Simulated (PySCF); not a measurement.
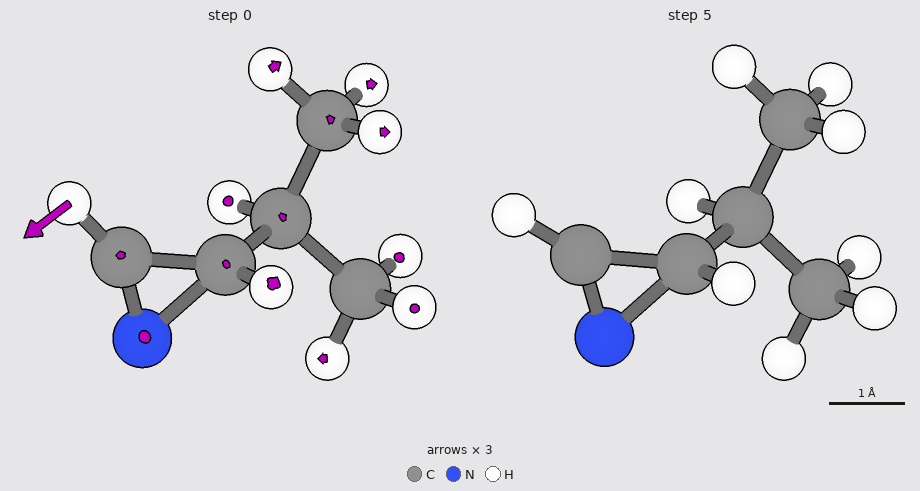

The structure of C₅H₉N before (left) and after (right) a relaxation, at one scale. The purple arrows give the displacements, 3 times their true length.

The picture is a ball-and-stick view, seen at a tilt.

The start comes from MMFF94s.

Theory: PBE0-D3(BJ)/def2-SVP geometry optimisation, gas phase (PySCF 2.14.0, density-fitted response routines). 

### What changed between the two?

After 5 geometry steps the energy has fallen by 17.7 kJ/mol. An H atom moves most after the best rigid fit: 0.28 Å. Largest moves by element: H 0.28 Å, N 0.06 Å, C 0.04 Å. Among the contacts that change: C–C 1.417 → 1.447 Å, C–H 1.082 → 1.102 Å, C–N 1.536 → 1.519 Å, C–C 1.501 → 1.512 Å. Bond angles that change, for instance: C–C–H 137.2° → 153.2°, N–C–H 152.7° → 138.8°, C–C–H 109.5° → 107.1°. The run took about 40 core-seconds on a shared host.
